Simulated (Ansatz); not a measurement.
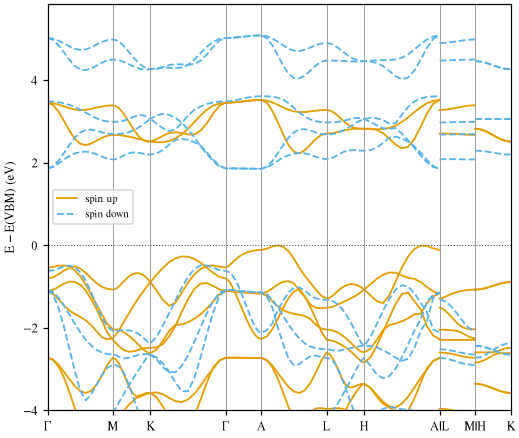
Band structure from DFT-r²SCAN+D4 in the program Ansatz with PAW potentials

The gap is 1.86 eV; an edge lies off the plotted path or next to a special point (maximum off the standard path, minimum at A).

Pick the material that matches.
(A) MgSnSe2, P-3m1 (Se on 2d, Sn on 1a, Mg on 1b)
(B) MnO2, CdI2 type
(C) Ge2Sb2Te5, P-3m1 (Pearson symbol hP9)

B, MnO2, CdI2 type

The workflow started from a Materials Project entry (that database holds measured and hypothetical structures alike); the Crystallography Open Database copy checked does not list it. It is not the phase usual at ambient conditions (space group No. 136). The r²SCAN+D4 relaxation kept the symmetry of its start; its stability against distortions is not shown here. Magnetic state: ferromagnetic, chosen from 4 collinear starts compared on coarse meshes (ties went to the first, and starts can fall back to one state), not a proven ground state. Other orbital occupations within this spin state were not tried. No Hubbard U is applied.

Potentials: the later of the program's two PAW sets.
